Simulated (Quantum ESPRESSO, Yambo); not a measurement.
# A GW chain in Yambo: In2O3 (R-3c), part 2 of 3

Wanted: ground state, empty states, screening and self-energy for In2O3 (R-3c).

Quantum ESPRESSO 7.5 and Yambo 5.3.0; LDA and many-body steps on it, plane waves. Known limits of the many-body steps: not at the basis limit; no spin-orbit coupling.

So far. Step 2 (Ground state): The gap is indirect, with the least direct gap 0.05 eV higher.

## 3. Bands along the symmetry lines

Level of this step: DFT, LDA, plane waves, norm-conserving pseudopotentials (Quantum ESPRESSO).

The cheap functional maps the bands first; the places of the edges decide which points the dearer methods must see.

The input, pw.in:

```
&control
  calculation = 'bands'
  prefix = 'x'
  outdir = 'o'
  pseudo_dir = 'pseudo'
/
&system
  ibrav = 0
  nat = 10
  ntyp = 2
  ecutwfc = 80.0
  nbnd = 66
  force_symmorphic = .true.
/
&electrons
  conv_thr = 1e-9
  electron_maxstep = 80
  diago_full_acc = .true.
  diago_thr_init = 5e-6
/
ATOMIC_SPECIES
  In 114.82 In.upf
  O 15.999 O.upf
CELL_PARAMETERS angstrom
  2.7435000000 1.5839604635 4.8366666667
  -2.7435000000 1.5839604635 4.8366666667
  0.0000000000 -3.1679209270 4.8366666667
ATOMIC_POSITIONS crystal
  In 0.3573100000 0.3573100000 0.3573100000
  In 0.1426900000 0.1426900000 0.1426900000
  In 0.6426900000 0.6426900000 0.6426900000
  In 0.8573100000 0.8573100000 0.8573100000
  O 0.5480000000 0.9520000000 0.2500000000
  O 0.2500000000 0.5480000000 0.9520000000
  O 0.9520000000 0.2500000000 0.5480000000
  O 0.4520000000 0.0480000000 0.7500000000
  O 0.7500000000 0.4520000000 0.0480000000
  O 0.0480000000 0.7500000000 0.4520000000
K_POINTS crystal
  59
  0.00000000 0.00000000 0.00000000 1
  0.06250000 0.06250000 0.06250000 1
  0.12500000 0.12500000 0.12500000 1
  0.18750000 0.18750000 0.18750000 1
  0.25000000 0.25000000 0.25000000 1
  0.31250000 0.31250000 0.31250000 1
  0.37500000 0.37500000 0.37500000 1
  0.43750000 0.43750000 0.43750000 1
  0.50000000 0.50000000 0.50000000 1
  0.53272919 0.46727081 0.50000000 1
  0.56545837 0.43454163 0.50000000 1
  0.59818756 0.40181244 0.50000000 1
  0.63091674 0.36908325 0.50000000 1
  0.66364593 0.33635407 0.50000000 1
  0.69637512 0.30362488 0.50000000 1
  0.72910430 0.27089570 0.50000000 1
  0.76183349 0.23816651 0.50000000 1
  0.50000000 -0.23816651 0.23816651 1
  0.50000000 -0.20839570 0.20839570 1
  0.50000000 -0.17862488 0.17862488 1
  0.50000000 -0.14885407 0.14885407 1
  0.50000000 -0.11908325 0.11908325 1
  0.50000000 -0.08931244 0.08931244 1
  0.50000000 -0.05954163 0.05954163 1
  0.50000000 -0.02977081 0.02977081 1
  0.50000000 0.00000000 0.00000000 1
  0.43750000 0.00000000 0.00000000 1
  0.37500000 0.00000000 0.00000000 1
  0.31250000 0.00000000 0.00000000 1
  0.25000000 0.00000000 0.00000000 1
  0.18750000 0.00000000 0.00000000 1
  0.12500000 0.00000000 0.00000000 1
  0.06250000 0.00000000 0.00000000 1
  0.00000000 0.00000000 0.00000000 1
  0.04613541 -0.04613541 0.00000000 1
  0.09227082 -0.09227082 0.00000000 1
  0.13840622 -0.13840622 0.00000000 1
  0.18454163 -0.18454163 0.00000000 1
  0.23067704 -0.23067704 0.00000000 1
  0.27681245 -0.27681245 0.00000000 1
  0.32294785 -0.32294785 0.00000000 1
  0.36908326 -0.36908326 0.00000000 1
  0.63091674 0.00000000 0.36908326 1
  0.61455215 0.00000000 0.38544785 1
  0.59818755 0.00000000 0.40181245 1
  0.58182296 0.00000000 0.41817704 1
  0.56545837 0.00000000 0.43454163 1
  0.54909378 0.00000000 0.45090622 1
  0.53272918 0.00000000 0.46727082 1
  0.51636459 0.00000000 0.48363541 1
  0.50000000 0.00000000 0.50000000 1
  0.43750000 0.00000000 0.43750000 1
  0.37500000 0.00000000 0.37500000 1
  0.31250000 0.00000000 0.31250000 1
  0.25000000 0.00000000 0.25000000 1
  0.18750000 0.00000000 0.18750000 1
  0.12500000 0.00000000 0.12500000 1
  0.06250000 0.00000000 0.06250000 1
  0.00000000 0.00000000 0.00000000 1
```

Started as:

```bash
OMP_NUM_THREADS=1 mpirun -n 8 pw.x -nk 8 -in pw.in > pw.out
```

The program printed:

```text
[banner, memory and clock lines left out]
Program PWSCF v.7.5 starts

     Atomic positions and unit cell read from directory:
     o/x.save/

     Message from routine setup:
     using ibrav=0 with symmetry is DISCOURAGED, use correct ibrav instead

     G-vector sticks info

     bravais-lattice index     =            0
     lattice parameter (alat)  =      10.9260  a.u.
     unit-cell volume          =     851.0269 (a.u.)^3
     number of atoms/cell      =           10
     number of atomic types    =            2
     number of electrons       =       120.00
     number of Kohn-Sham states=           66
     kinetic-energy cutoff     =      80.0000  Ry
     charge density cutoff     =     320.0000  Ry
     Exchange-correlation= SLA  PW   NOGX NOGC
                           (   1   4   0   0   0   0   0)

     celldm(1)=  10.925995  celldm(2)=   0.000000  celldm(3)=   0.000000
     celldm(4)=   0.000000  celldm(5)=   0.000000  celldm(6)=   0.000000

     crystal axes: (cart. coord. in units of alat)
               a(1) = (   0.474507   0.273957   0.836535 )
               a(2) = (  -0.474507   0.273957   0.836535 )
               a(3) = (   0.000000  -0.547914   0.836535 )

     reciprocal axes: (cart. coord. in units 2 pi/alat)
               b(1) = (  1.053725  0.608368  0.398469 )
               b(2) = ( -1.053725  0.608368  0.398469 )
               b(3) = (  0.000000 -1.216737  0.398469 )
     Pseudo is Norm-conserving + core correction, Zval = 21.0
     Generated using ONCVPSP code by D. R. Hamann
     Using radial grid of 1894 points,  6 beta functions with:
     Pseudo is Norm-conserving + core correction, Zval =  6.0
     Generated using ONCVPSP code by D. R. Hamann
     Using radial grid of  926 points,  5 beta functions with:
     In               21.00   114.82000     In( 1.00)
     O                 6.00    15.99900     O ( 1.00)

      6 Sym. Ops., with inversion, found

   Cartesian axes

     site n.     atom                  positions (alat units)
         1        In     tau(   1) = (  -0.0000000  -0.0000000   0.8967068  )
         2        In     tau(   2) = (  -0.0000000  -0.0000000   0.3580955  )
         3        In     tau(   3) = (  -0.0000000   0.0000000   1.6128977  )
         4        In     tau(   4) = (   0.0000000  -0.0000000   2.1515090  )
         5        O      tau(   5) = (  -0.1917009   0.2739569   1.4639359  )
         6        O      tau(   6) = (  -0.1414032  -0.3029963   1.4639359  )
         7        O      tau(   7) = (   0.3331041   0.0290394   1.4639359  )
         8        O      tau(   8) = (   0.1917009  -0.2739569   1.0456685  )
         9        O      tau(   9) = (   0.1414032   0.3029963   1.0456685  )
        10        O      tau(  10) = (  -0.3331041  -0.0290394   1.0456685  )

     number of k points=    59
                       cart. coord. in units 2pi/alat
        k(    1) = (   0.0000000   0.0000000   0.0000000), wk =   0.0338983
        k(    2) = (   0.0000000   0.0000000   0.0747130), wk =   0.0338983
        k(    3) = (   0.0000000   0.0000000   0.1494259), wk =   0.0338983
[...]
[... 47 further rows ...]
        k(   58) = (   0.0658578  -0.0380230   0.0498086), wk =   0.0338983
        k(   59) = (   0.0000000   0.0000000   0.0000000), wk =   0.0338983

     Dense  grid:    82163 G-vectors     FFT dimensions: (  64,  64,  64)

     The potential is recalculated from file :
     o/x.save/charge-density

     Starting wfcs are   76 randomized atomic wfcs

     Band Structure Calculation

     End of band structure calculation

          k = 0.0000 0.0000 0.0000 ( 10281 PWs)   bands (ev):

  -101.7130-101.7126-101.7126-101.7122 -60.3489 -60.3483 -60.3424 -60.3423
   -60.3174 -60.3174 -60.3172 -60.3172 -60.3131 -60.3131 -60.3126 -60.3126
    -6.6726  -5.7559  -5.7559  -5.5082  -5.5082  -5.3987  -1.5778  -1.5778
    -1.4135  -1.4135  -1.4006  -1.2761  -1.2543  -1.2543  -1.2004  -1.2004
[...]
19.7228  19.7748

          k = 0.0000 0.0000 0.0747 ( 10316 PWs)   bands (ev):

  -101.7130-101.7126-101.7125-101.7123 -60.3489 -60.3483 -60.3424 -60.3424
[...]
19.6677  19.7933

          k = 0.0000 0.0000 0.1494 ( 10316 PWs)   bands (ev):

  -101.7130-101.7127-101.7125-101.7123 -60.3488 -60.3482 -60.3424 -60.3424
[...]
19.5241  19.8465

[...]
k =-0.0000-0.0000 0.3736 ( 10280 PWs)   bands (ev):

[...]
k = 0.2759-0.0000 0.5977 ( 10266 PWs)   bands (ev):

[...]
k = 0.7778-0.1305 0.1992 ( 10250 PWs)   bands (ev):

[...]
k = 0.7465-0.0762 0.1992 ( 10272 PWs)   bands (ev):

[...]
k = 0.0972 0.0000-0.0000 ( 10321 PWs)   bands (ev):

[...]
k = 0.1945 0.0000-0.0000 ( 10307 PWs)   bands (ev):

[...]
k = 0.4861 0.0000-0.0000 ( 10287 PWs)   bands (ev):

[...]
k = 0.7778 0.0000 0.0000 ( 10281 PWs)   bands (ev):

[...]
k = 0.1317-0.0760 0.0996 ( 10305 PWs)   bands (ev):

[...]
k = 0.0659-0.0380 0.0498 ( 10317 PWs)   bands (ev):

  -101.7130-101.7126-101.7125-101.7123 -60.3489 -60.3483 -60.3424 -60.3424
[...]
19.3831  19.6877

          k = 0.0000 0.0000 0.0000 ( 10281 PWs)   bands (ev):

  -101.7130-101.7126-101.7126-101.7122 -60.3489 -60.3483 -60.3424 -60.3423
[...]
8.0254   8.0254   8.1473   9.9026   9.9026  10.2196  10.3375  10.3375
    10.4324  10.4324  10.6528  10.6528  11.9064  16.1350  16.7762  17.8639
    19.7228  19.7748

     XML data file, pseudopotentials, collected wavefunctions
```

Run time: 41 s. Hardware: 8 MPI ranks of AMD EPYC 7R43, shared host; peak memory 1.2 GiB; 5.4 min of CPU time.

Numbers from this step:

```yaml
gap: 1.197 eV
k_of_the_valence_top: 0.3125, 0, 0
k_of_the_conduction_bottom: 0, 0, 0
least_direct_gap: 1.254 eV
```

The gap is 1.197 eV, −0.009 eV from the run before at this level.

The electronic bands at the labelled points (eV, zero at the top of the highest filled band):

| point | band 57 | band 58 | band 59 | band 60 | band 61 | band 62 | band 63 | band 64 |
| --- | --- | --- | --- | --- | --- | --- | --- | --- |
| Γ | -0.28 | -0.28 | -0.06 | -0.06 | 1.20 | 5.43 | 6.07 | 7.15 |
| T | -0.20 | -0.20 | -0.20 | -0.20 | 4.31 | 4.31 | 7.00 | 7.00 |
| H2 | -0.36 | -0.36 | -0.16 | -0.16 | 5.46 | 5.46 | 5.79 | 5.79 |
| jump to H0 | -0.36 | -0.36 | -0.16 | -0.16 | 5.46 | 5.46 | 5.79 | 5.79 |
| L | -0.78 | -0.78 | -0.07 | -0.07 | 4.86 | 4.86 | 5.73 | 5.73 |
| Γ | -0.28 | -0.28 | -0.06 | -0.06 | 1.20 | 5.43 | 6.07 | 7.15 |
| S0 | -0.46 | -0.27 | -0.22 | -0.08 | 5.18 | 5.40 | 5.63 | 6.07 |
| jump to S2 | -0.46 | -0.27 | -0.22 | -0.08 | 5.18 | 5.40 | 5.63 | 6.07 |
| F | -0.56 | -0.36 | -0.09 | -0.04 | 5.09 | 5.40 | 6.33 | 6.42 |
| Γ | -0.28 | -0.28 | -0.06 | -0.06 | 1.20 | 5.43 | 6.07 | 7.15 |

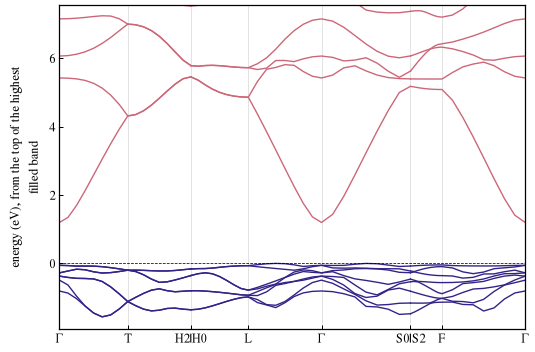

Electronic bands along the path; lines of filled and empty bands in two colours.

## 4. Empty states on the mesh, 4×4×4 mesh, 227 bands

The sums over transitions need many empty states on a uniform mesh; this step solves for them.

The input, pw.in:

```
&control
  calculation = 'nscf'
  prefix = 'x'
  outdir = 'o'
  pseudo_dir = 'pseudo'
/
&system
  ibrav = 0
  nat = 10
  ntyp = 2
  ecutwfc = 80.0
  nbnd = 227
  force_symmorphic = .true.
/
&electrons
  conv_thr = 1e-9
  electron_maxstep = 80
  diago_full_acc = .true.
  diago_thr_init = 5e-6
/
ATOMIC_SPECIES
  In 114.82 In.upf
  O 15.999 O.upf
CELL_PARAMETERS angstrom
  2.7435000000 1.5839604635 4.8366666667
  -2.7435000000 1.5839604635 4.8366666667
  0.0000000000 -3.1679209270 4.8366666667
ATOMIC_POSITIONS crystal
  In 0.3573100000 0.3573100000 0.3573100000
  In 0.1426900000 0.1426900000 0.1426900000
  In 0.6426900000 0.6426900000 0.6426900000
  In 0.8573100000 0.8573100000 0.8573100000
  O 0.5480000000 0.9520000000 0.2500000000
  O 0.2500000000 0.5480000000 0.9520000000
  O 0.9520000000 0.2500000000 0.5480000000
  O 0.4520000000 0.0480000000 0.7500000000
  O 0.7500000000 0.4520000000 0.0480000000
  O 0.0480000000 0.7500000000 0.4520000000
K_POINTS automatic
  4 4 4 0 0 0
```

Started as:

```bash
OMP_NUM_THREADS=1 mpirun -n 8 pw.x -nk 4 -in pw.in > pw.out
```

The program printed:

```text
[banner, memory and clock lines left out]
Program PWSCF v.7.5 starts

     Atomic positions and unit cell read from directory:
     o/x.save/

     Message from routine setup:
     using ibrav=0 with symmetry is DISCOURAGED, use correct ibrav instead

     bravais-lattice index     =            0
     lattice parameter (alat)  =      10.9260  a.u.
     unit-cell volume          =     851.0269 (a.u.)^3
     number of atoms/cell      =           10
     number of atomic types    =            2
     number of electrons       =       120.00
     number of Kohn-Sham states=          227
     kinetic-energy cutoff     =      80.0000  Ry
     charge density cutoff     =     320.0000  Ry
     Exchange-correlation= SLA  PW   NOGX NOGC
                           (   1   4   0   0   0   0   0)

     celldm(1)=  10.925995  celldm(2)=   0.000000  celldm(3)=   0.000000
     celldm(4)=   0.000000  celldm(5)=   0.000000  celldm(6)=   0.000000

     crystal axes: (cart. coord. in units of alat)
               a(1) = (   0.474507   0.273957   0.836535 )
               a(2) = (  -0.474507   0.273957   0.836535 )
               a(3) = (   0.000000  -0.547914   0.836535 )

     reciprocal axes: (cart. coord. in units 2 pi/alat)
               b(1) = (  1.053725  0.608368  0.398469 )
               b(2) = ( -1.053725  0.608368  0.398469 )
               b(3) = (  0.000000 -1.216737  0.398469 )
     Pseudo is Norm-conserving + core correction, Zval = 21.0
     Generated using ONCVPSP code by D. R. Hamann
     Using radial grid of 1894 points,  6 beta functions with:
     Pseudo is Norm-conserving + core correction, Zval =  6.0
     Generated using ONCVPSP code by D. R. Hamann
     Using radial grid of  926 points,  5 beta functions with:
     In               21.00   114.82000     In( 1.00)
     O                 6.00    15.99900     O ( 1.00)

      6 Sym. Ops., with inversion, found

   Cartesian axes

     site n.     atom                  positions (alat units)
         1        In     tau(   1) = (  -0.0000000  -0.0000000   0.8967068  )
         2        In     tau(   2) = (  -0.0000000  -0.0000000   0.3580955  )
         3        In     tau(   3) = (  -0.0000000   0.0000000   1.6128977  )
         4        In     tau(   4) = (   0.0000000  -0.0000000   2.1515090  )
         5        O      tau(   5) = (  -0.1917009   0.2739569   1.4639359  )
         6        O      tau(   6) = (  -0.1414032  -0.3029963   1.4639359  )
         7        O      tau(   7) = (   0.3331041   0.0290394   1.4639359  )
         8        O      tau(   8) = (   0.1917009  -0.2739569   1.0456685  )
         9        O      tau(   9) = (   0.1414032   0.3029963   1.0456685  )
        10        O      tau(  10) = (  -0.3331041  -0.0290394   1.0456685  )

     number of k points=    14
                       cart. coord. in units 2pi/alat
        k(    1) = (   0.0000000   0.0000000   0.0000000), wk =   0.0312500
        k(    2) = (   0.0000000  -0.3041841   0.0996173), wk =   0.1875000
        k(    3) = (  -0.0000000   0.6083683  -0.1992346), wk =   0.0937500
[...]
k(   13) = (  -0.0000000   0.0000000  -0.5977037), wk =   0.0312500
        k(   14) = (  -0.2634312  -0.7604603   0.0996173), wk =   0.1875000

     Dense  grid:    82163 G-vectors     FFT dimensions: (  64,  64,  64)

     The potential is recalculated from file :
     o/x.save/charge-density

     Starting wfcs are   76 randomized atomic wfcs +  151 random wfcs

     Band Structure Calculation

     End of band structure calculation

          k = 0.0000 0.0000 0.0000 ( 10281 PWs)   bands (ev):

  -101.7130-101.7126-101.7126-101.7122 -60.3489 -60.3483 -60.3424 -60.3423
   -60.3174 -60.3174 -60.3172 -60.3172 -60.3131 -60.3131 -60.3126 -60.3126
    -6.6726  -5.7559  -5.7559  -5.5082  -5.5082  -5.3987  -1.5778  -1.5778
    -1.4135  -1.4135  -1.4006  -1.2761  -1.2543  -1.2543  -1.2004  -1.2004
[...]
[... 17 further rows ...]
[...]
74.5998  75.2751  75.3724

          k = 0.0000-0.3042 0.0996 ( 10283 PWs)   bands (ev):

  -101.7129-101.7126-101.7126-101.7123 -60.3487 -60.3483 -60.3424 -60.3424
[...]
[... 17 further rows ...]
[...]
74.4189  74.5196  74.6754

          k =-0.0000 0.6084-0.1992 ( 10260 PWs)   bands (ev):

  -101.7128-101.7128-101.7124-101.7124 -60.3485 -60.3485 -60.3425 -60.3425
[...]
22.8630  22.8630  23.7257  23.7257  24.6509  24.6509  25.1283  25.1283
     [... 17 further rows ...]
    72.6335  72.6335  73.0205  73.0205  73.2809  73.2809  73.8887  73.8887
    74.3027  74.3027  74.9723

          k =-0.2634-0.1521 0.1992 ( 10292 PWs)   bands (ev):

     [... further k-points ...]

     highest occupied, lowest unoccupied level (ev):    10.7008   11.9064

     XML data file, pseudopotentials, collected wavefunctions
```

Run time: 65 s. Hardware: 8 MPI ranks; peak memory 1.4 GiB; 8.6 min of CPU time.

Numbers from this step:

* gap: 1.206 eV
* k of the valence top: 0, 0, 0.25
* k of the conduction bottom: 0, 0, 0
* least direct gap: 1.254 eV
* k points computed: 14
* lowest point of the top converged band, above the valence top: 63.2987 eV

On this mesh the gap is 1.206 eV.

(Continued in part 3 of 3.)

[Paths, hosts, dates, memory and timing lines, banners, echoed tables and standing remarks are left out of the program output.]

[Logs are printed without paths, hosts, clocks, repeated set-up lines and the standing remarks that a program may print on its own settings, such as how far it seeks lower states.]

[Runs of the session that timed out or met a known fault of the program may be left out.]

[Hosts, paths, dates, database ids (printed as entryN), source tags and the programs' standing remarks are cut or masked in the printed files.]
